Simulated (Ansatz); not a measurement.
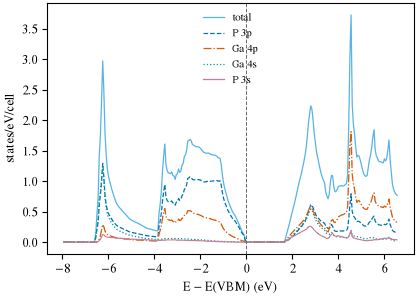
*Total and projected density of states of GaP (zinc blende, space group No. 216), PBE in the plane-wave PAW code Ansatz*

Problem. Which orbitals carry the states next to the gap?

Solution. Top 1 eV of the valence band: P 3p 77 %, Ga 4p 19 %. Bottom 1 eV of the conduction band: Ga 4p 29 %, Ga 4s 23 %, P 3p 21 %, P 3s 16 %, outside the projected shells 10 %. Projections are on Löwdin-orthogonalised atomic valence shells; empty p or d shells of many metals are not among them.

Problem. Where is the tallest occupied peak in this window, and what makes it?

Solution. Near -6.2 eV, about 3.0 states/eV per cell; the largest projected share is P 3p.

Space group F-43m (zinc blende). Symmetry was held in the PBE relaxation. Spin–orbit coupling is left out wherever it is not named.

Potentials: the later of the program's two PAW sets.
